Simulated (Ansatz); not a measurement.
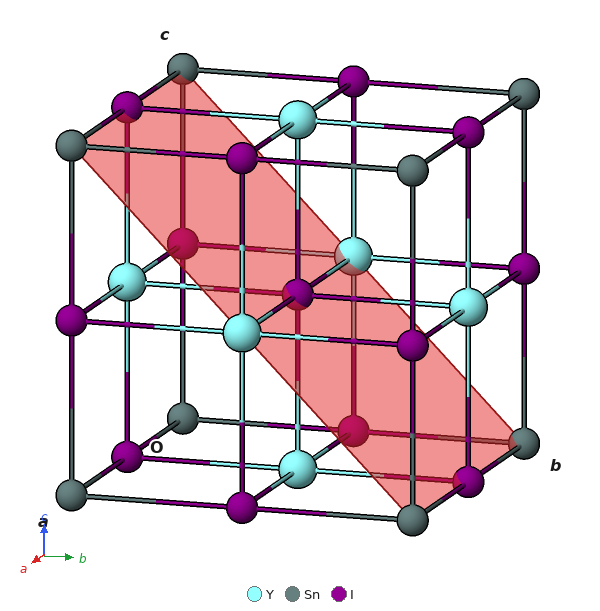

Every member of one family of equally spaced planes, hx + ky + lz = a whole number, that cuts the unit cell is shaded (one member passes through the origin O, touching the cell only at an edge or corner). Crystal: Y3SnI4, the end point of a relaxation with Ansatz 0.2.0, DFT PBE, scalar-relativistic, plane waves, PAW; the starting structure was generated, so it need not be a known form of this composition. The drawing is computed from the coordinates (standard cell, symmetry found to 0.002 Å).

a = 6.353 Å, b = 6.353 Å, c = 6.353 Å, α = 90.00°, β = 90.00°, γ = 90.00°.

Question: What are the Miller indices?

Answer: (0 1 1); the opposite sign names the same planes. The member next to the origin meets the axes a never, b at 1, c at 1.

Question: What is the spacing?

Answer: d = 4.492 Å.

Question: Which atoms of the cell lie in these planes (within 0.03 Å)?

Answer: 1 of the 3 Y, the Sn atom, 2 of the 4 I.

Question: The space group is Pm-3m (No. 221). How many reflections hkl are equivalent to this one (itself included), and does it occur?

Answer: 12 reflections are equivalent in the Laue class m-3m. The space group allows the reflection.
